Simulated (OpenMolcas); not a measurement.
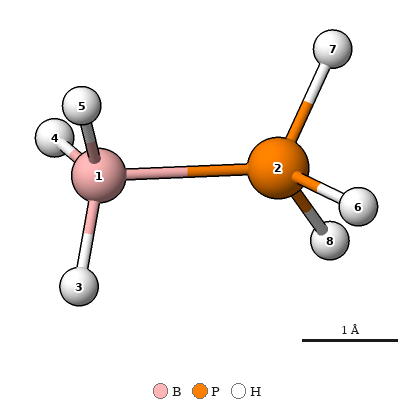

Figure 1. The structure as given in the input (ball-and-stick view, seen at a tilt; atoms are numbered from 1 in the order of the input).

Single-point calculation of BPH6 (part 1 of 3)

BPH6, SMILES [BH3-][PH3+], computed with CASSCF/ANO-XS-VDZP, DKH2 (OpenMolcas 26.06).

The geometry comes from this level: PBE0-D4/def2-TZVP.

**Output**
```
--- Start Module: gateway ---

                                              &GATEWAY

                       available to each process: 1.9 GB of memory, 1 thread

++    Symmetry information:
      ---------------------

                    Character Table for C1

                             E
                    a        1  x, y, xy, Rz, z, xz, Ry, yz, Rx, I
--

++    Basis set information:
      ----------------------

      Basis set label: B.ANO-XS...2S1P.

      Electronic valence basis set:
      ------------------
      Associated Effective Charge   5.000000 au
      Associated Actual Charge      5.000000 au
      Nuclear Model: Finite nucleus - Gaussian distribution
        Gaussian exponent, Xi/bohr**(-2):  7.11787E+08

      Shell  nPrim  nBasis  Cartesian Spherical Contaminant
         s       8       2        X
         p       4       1        X

      Basis set label: P.ANO-XS...3S2P.

      Electronic valence basis set:
      ------------------
      Associated Effective Charge  15.000000 au
      Associated Actual Charge     15.000000 au
      Nuclear Model: Finite nucleus - Gaussian distribution
        Gaussian exponent, Xi/bohr**(-2):  4.11175E+08

      Shell  nPrim  nBasis  Cartesian Spherical Contaminant
         s      11       3        X
         p       7       2        X

      Basis set label: H.ANO-XS...1S.

      Electronic valence basis set:
      ------------------
      Associated Effective Charge   1.000000 au
      Associated Actual Charge      1.000000 au
      Nuclear Model: Finite nucleus - Gaussian distribution
        Gaussian exponent, Xi/bohr**(-2):  2.12482E+09

      Shell  nPrim  nBasis  Cartesian Spherical Contaminant
         s       4       1        X
--

++    Molecular structure info:
      -------------------------

                    ************************************************
                    **** Cartesian Coordinates / bohr, angstrom ****
                    ************************************************

     Center  Label                x              y              z                     x              y              z
        1      B1              -1.050877       0.429346      -1.727210             -0.556100       0.227200      -0.914000
        2      P2               0.819952      -0.343174       1.261770              0.433900      -0.181600       0.667700
        3      H3              -3.200062       0.648365      -0.982847             -1.693400       0.343100      -0.520100
        4      H4              -0.695041      -1.379878      -3.076474             -0.367800      -0.730200      -1.628000
        5      H5              -0.104880       2.370095      -2.475352             -0.055500       1.254200      -1.309900
        6      H6               0.791417       1.428066       3.248061              0.418800       0.755700       1.718800
        7      H7               3.445160      -0.718663       1.033869              1.823100      -0.380300       0.547100
        8      H8               0.168564      -2.542060       2.612735              0.089200      -1.345200       1.382600

                    ***************************************
                    *    InterNuclear Distances / bohr    *
                    ***************************************

               1 B1            2 P2            3 H3            4 H4            5 H5            6 H6
    1 B1       0.000000
    2 P2       3.609818        0.000000
    3 H3       2.284960        4.709774        0.000000
    4 H4       2.284825        4.710661        3.843459        0.000000
    5 H5       2.284980        4.709907        3.843446        3.843427        0.000000
    6 H6       5.398593        2.661477        5.868596        7.077701        5.869261        0.000000
    7 H7       5.399613        2.661700        7.077774        5.871405        5.870080        4.068592
    8 H8       5.399204        2.661674        5.869809        5.870569        7.077617        4.068597

               7 H7            8 H8
    7 H7       0.000000
    8 H8       4.068621        0.000000

                    *******************************************
                    *    InterNuclear Distances / angstrom    *
                    *******************************************

               1 B1            2 P2            3 H3            4 H4            5 H5            6 H6
    1 B1       0.000000
    2 P2       1.910234        0.000000
    3 H3       1.209149        2.492305        0.000000
    4 H4       1.209077        2.492774        2.033871        0.000000
    5 H5       1.209159        2.492376        2.033864        2.033854        0.000000
    6 H6       2.856813        1.408393        3.105527        3.745358        3.105879        0.000000
    7 H7       2.857352        1.408511        3.745397        3.107013        3.106312        2.153006
    8 H8       2.857136        1.408497        3.106169        3.106571        3.745314        2.153009

               7 H7            8 H8
    7 H7       0.000000
    8 H8       2.153021        0.000000

                    **************************************
                    *    Valence Bond Angles / degree    *
                    **************************************
                          Atom centers                 Phi
                      3 H3       1 B1       4 H4       114.50
                      3 H3       1 B1       5 H5       114.50
                      4 H4       1 B1       5 H5       114.50
                      6 H6       2 P2       7 H7        99.69
                      6 H6       2 P2       8 H8        99.69
                      7 H7       2 P2       8 H8        99.69
--

            Nuclear Potential Energy             59.54451714 au

--- Stop Module: gateway /rc=_RC_ALL_IS_WELL_ ---

--- Start Module: seward ---

                                              &SEWARD

                       available to each process: 1.9 GB of memory, 1 thread

               SEWARD will generate:
                  Multipole Moment integrals up to order  2
                  Kinetic Energy integrals
                  Nuclear Attraction integrals (finite nuclei - Gaussian type)
                  One-Electron Hamiltonian integrals
                  Velocity integrals
                  Relativistic Douglas-Kroll-Hess integrals:
                    - Parametrization         : EXP
                    - DKH order of Hamiltonian: 2
                    - DKH order of Properties : 0
                         - multipole moment operators
                         - electric potential operators
                         - contact operators
                  Orbital angular momentum around (  0.2964  -0.1270   0.4253 )
                  Velocity quadrupole around (  0.2964  -0.1270   0.4253 )
                  Two-Electron Repulsion integrals

                   Integrals are discarded if absolute value <: 1.00E-14
                   Integral cutoff threshold is set to       <: 1.00E-16

            Nuclear Potential Energy             59.54451714 au

      Basis set specifications :
      Symmetry species         a
      Basis functions           20

--- Stop Module: seward /rc=_RC_ALL_IS_WELL_ ---

--- Start Module: rasscf ---

                                              &RASSCF

                       available to each process: 1.9 GB of memory, 1 thread

      Header of the ONEINT file:
      --------------------------

      OrdInt status: non-squared

      Cartesian coordinates in angstrom:
      -----------------------------------------------------
      No.  Label        X            Y            Z
      -----------------------------------------------------
       1   B1        -0.55610000   0.22720000  -0.91400000
       2   P2         0.43390000  -0.18160000   0.66770000
       3   H3        -1.69340000   0.34310000  -0.52010000
       4   H4        -0.36780000  -0.73020000  -1.62800000
       5   H5        -0.05550000   1.25420000  -1.30990000
       6   H6         0.41880000   0.75570000   1.71880000
       7   H7         1.82310000  -0.38030000   0.54710000
       8   H8         0.08920000  -1.34520000   1.38260000
      -----------------------------------------------------
      Nuclear repulsion energy =   59.54451714

++    Wave function specifications:
      -----------------------------

      Number of closed shell electrons          22
      Number of electrons in active shells       4
      Max number of holes in RAS1 space          0
      Max nr of electrons in RAS3 space          0
      Number of inactive orbitals               11
      Number of active orbitals                  5
      Number of secondary orbitals               4
      Spin quantum number                      0.0
      State symmetry                             1
--

++    Orbital specifications:
      -----------------------

      Symmetry species                           1
                                                 a
      Frozen orbitals                            0
      Inactive orbitals                         11
      Active orbitals                            5
      RAS1 orbitals                              0
      RAS2 orbitals                              5
      RAS3 orbitals                              0
      Secondary orbitals                         4
      Deleted orbitals                           0
      Number of basis functions                 20
--

++    CI expansion specifications:
      ----------------------------

      Number of CSFs                            50
      Number of spin combinations               55
      Number of determinants                   100
      Number of root(s) required                 1
      Root chosen for geometry opt.              1
      CI root used                               1

      highest root included in the CI            1
      max. size of the explicit Hamiltonian     50
--

++    Optimization specifications:
      ----------------------------

      RASSCF algorithm: Conventional
      Maximum number of macro iterations       200
      Maximum number of SX iterations          100
      Threshold for RASSCF energy            1.000E-08
      Threshold for max MO rotation          1.000E-01
      Threshold for max BLB element          1.000E-04
      Level shift parameter                  5.000E-01
      Make Quasi-Newton update
--

      The MO-coefficients are taken from the file:
      step1.ScfOrb
      Title: SCF orbitals

      Total molecular charge    0.00

      ************************************************************************************************************************
      *                                            Wave function control section                                             *
      ************************************************************************************************************************

                                         RASSCF iterations: Energy and convergence statistics
                                         ----------------------------------------------------

          iter iter root      energy       change     param      element    value   shift minimum  type update hh:mm:ss
 Nr of preliminary CI iterations:   1
        1   1    7    1  -369.44260371    0.00E+00   6.45E-01*  10  13 1 -7.03E-04*  0.00   0.00    SX    NO    0:00:00
        2   1    6    1  -369.44858937   -5.99E-03* -6.39E-01*  13  18 1 -2.64E-03*  0.00   0.00    SX    NO    0:00:00
        3   1    6    1  -369.45476748   -6.18E-03* -2.67E-01*  10  13 1 -5.02E-03*  0.00   0.00    SX    NO    0:00:00
        4   1    7    1  -369.46245209   -7.68E-03*  1.59E-01*   7  16 1  5.46E-03*  0.00   0.00    SX    NO    0:00:00
        5   1    6    1  -369.46715402   -4.70E-03*  7.16E-02    7  16 1  3.41E-03*  0.00   1.63    LS   YES    0:00:00
        6   1    6    1  -369.46815633   -1.00E-03*  3.31E-02   13  18 1  4.05E-03*  0.00   1.54    LS   YES    0:00:00
        7   1    5    1  -369.46830355   -1.47E-04*  2.06E-02   13  18 1  4.76E-03*  0.00   1.19    QN   YES    0:00:00
        8   1    5    1  -369.46840735   -1.04E-04*  8.22E-03   10  14 1  1.49E-03*  0.00   1.41    LS   YES    0:00:00
        9   1    5    1  -369.46841694   -9.58E-06*  3.90E-03   13  18 1 -7.90E-04*  0.00   1.03    QN   YES    0:00:00
       10   1    4    1  -369.46841978   -2.84E-06*  6.13E-04   11  17 1  2.72E-04*  0.00   1.30    QN   YES    0:00:00
       11   1    4    1  -369.46842000   -2.22E-07* -1.36E-04   11  17 1  2.98E-05   0.00   1.04    QN   YES    0:00:00
       12   1    3    1  -369.46842000   -4.58E-09  -3.52E-04   12  19 1 -5.89E-06   0.00   2.30    QN   YES    0:00:00
      Convergence after 12 iterations
       13   1    3    1  -369.46842001   -6.08E-09  -3.52E-04   11  17 1 -2.31E-05   0.00   2.30    QN   YES    0:00:00

      ************************************************************************************************************************
                                                      Wave function printout:
                       occupation of active orbitals, and spin coupling of open shells (u,d: Spin up or down)
      ************************************************************************************************************************

      Note: transformation to natural orbitals
      has been made, which may change the order of the CSFs.

      printout of CI-coefficients larger than  0.05 for root  1
      energy=    -369.468420
      conf/sym  11111     Coeff  Weight
             1  22000  -0.98819 0.97652
             8  20200   0.07337 0.00538
            15  udud0  -0.05177 0.00268
            17  udu0d  -0.05244 0.00275
            22  02020   0.07163 0.00513

      Natural orbitals and occupation numbers for root  1
      sym 1:   1.976473   1.976315   0.017539   0.017364   0.012309

      ************************************************************************************************************************
      *                                                    Final results                                                     *
      ************************************************************************************************************************

++    Final optimization conditions:
      ------------------------------

      Average CI energy                            -369.46842001
      RASSCF energy for state  1                   -369.46842001
      Super-CI energy                                -0.00000000
      RASSCF energy change                           -0.00000001
      Max change in MO coefficients               2.268E-04
      Max non-diagonal density matrix element    -3.522E-04
      Maximum BLB matrix element                 -2.307E-05
      (orbital pair  11,  17 in symmetry   1)
      Norm of electronic gradient            3.451E-05
--

      Final state energy(ies):
      ------------------------

::    RASSCF root number  1 Total energy:   -369.46842001
      Von Neumann Entropy (Root   1) =  0.19843

      Mulliken population analysis for root number:  1
      -----------------------------------------------

++    Molecular charges:
      ------------------

      Mulliken charges per centre
      ---------------------------

                B1      P2      H3      H4      H5      H6      H7      H8
      Total    5.4992 14.8529  0.9773  0.9773  0.9773  0.9053  0.9053  0.9053

      N-E     -0.4992  0.1471  0.0227  0.0227  0.0227  0.0947  0.0947  0.0947

      Total electronic charge=   26.000000

      Total            charge=   -0.000000
--

      Expectation values of various properties for root number:  1
      -----------------------------------------------------------

++    Molecular properties:
      ---------------------

      Charge (e):
                      =   -0.0000
      Dipole Moment (debye):
      Origin of the operator (angstrom)=    0.1568   -0.0672    0.2251
                   X=  2.7175E+00               Y= -1.1221E+00               Z=  4.3419E+00           Total=  5.2437E+00
      Quadrupole Moment (debye*angstrom):
      Origin of the operator (angstrom)=    0.1568   -0.0672    0.2251
                  XX= -3.0458E+01              XY=  5.4368E-01              XZ= -2.1047E+00              YY= -2.9365E+01
                  YZ=  8.6949E-01              ZZ= -3.2504E+01
      In traceless form (debye*angstrom)
                  XX=  4.7633E-01              XY=  8.1552E-01              XZ= -3.1570E+00              YY=  2.1159E+00
                  YZ=  1.3042E+00              ZZ= -2.5922E+00
--

      LoProp population analysis for root number:  1
      -----------------------------------------------

++    LoProp analysis:
      ----------------

++    Static properties:
      ------------------

      LoProp Charges per center

                   B1       P2       H3       H4       H5       H6       H7       H8
      Nuclear      5.0000  15.0000   1.0000   1.0000   1.0000   1.0000   1.0000   1.0000
      Electronic  -5.6153 -14.5599  -0.9854  -0.9854  -0.9854  -0.9562  -0.9562  -0.9562

      Total       -0.6153   0.4401   0.0146   0.0146   0.0146   0.0438   0.0438   0.0438
--

      Natural Bond Order analysis for root number:  1

++    Natural Bond Order analysis
      ---------------------------
      Based on LoProp computed density
      -------------------------------------------------------------------------------------
      Atom A       Atom B       Bond Order
      -------------------------------------------------------------------------------------
      NBO located      0.993 non-bonded electrons on atom B1
      NBO located      0.973 non-bonded electrons on atom P2
      NBO located      1.002 non-bonded electrons on atom P2
      NBO located      1.000 non-bonded electrons on atom P2
      NBO located      0.999 non-bonded electrons on atom P2
      NBO located      0.999 non-bonded electrons on atom P2
      NBO located      0.999 non-bonded electrons on atom P2
      The remaining    8.290 electrons are to be considered as diffuse
--

--

      Average orbitals are written to the RASORB file
      Natural orbitals for root   1 are written to the RASORB.1 file
      Spin density orbitals for root   1 are written to the SPDORB.1 file

--- Stop Module: rasscf /rc=_RC_ALL_IS_WELL_ ---

>>> COPY step2.RunFile RUNFIL1

>>> COPY step2.RasOrb INPORB

--- Start Module: gateway ---

                                              &GATEWAY

                       available to each process: 1.9 GB of memory, 1 thread

++    Symmetry information:
      ---------------------
```
